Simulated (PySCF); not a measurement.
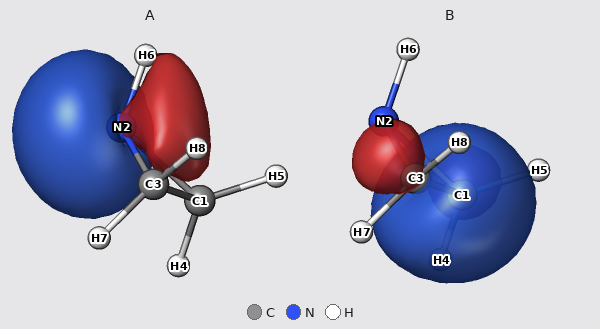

Figure. C2H5N, SMILES `C1NC1`. Intrinsic bond orbitals (IBO), occupied; each surface holds about 85 % of the orbital's density. Energies are diagonal elements of the Fock matrix.

Method: PBE0/def2-SVPD; geometry: GFN2-xTB; program: PySCF. No frequency check shows the geometry to be a minimum.

**Name the orbitals, with their atomic make-up and energies.**

By panel:
- A: lone pair on N2 (sp2.2-type) (N2 98 %; −9.2 eV)
- B: σ bond C1–C3 (C1 50 %, C3 50 %; −13.7 eV)

**How do all the valence pairs divide up?**

9 pairs: 8 σ bonds and 1 lone pair.
